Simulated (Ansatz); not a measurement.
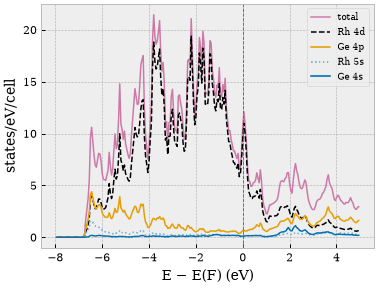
Figure. Total and projected density of states of GeRh$_{2}$ in space group Pnma (No. 62; Ge on 4c, Rh on 4c, Rh on 4c), LDA (plane waves, PAW; program Ansatz)

Problem. Which orbitals carry the states next to the Fermi level?

Solution. Within 0.5 eV of the Fermi level: Rh 4d 86 %, Ge 4p 8 %. Projections are on Löwdin-orthogonalised atomic valence shells; empty p or d shells of many metals are not among them.

Problem. Where is the tallest occupied peak in this window, and what makes it?

Solution. Near -3.8 eV, about 21 states/eV per cell; the largest projected share is Rh 4d.

The workflow started from an entry of the Crystallography Open Database (COD). Whether it is the stable phase at ambient conditions was not checked. The LDA relaxation kept the symmetry of its start; whether a distortion lowers the energy is not shown. No spin polarisation was allowed. Scalar-relativistic: spin–orbit coupling is off unless named, which matters more the heavier the elements.

Potentials: the later of the program's two PAW sets.
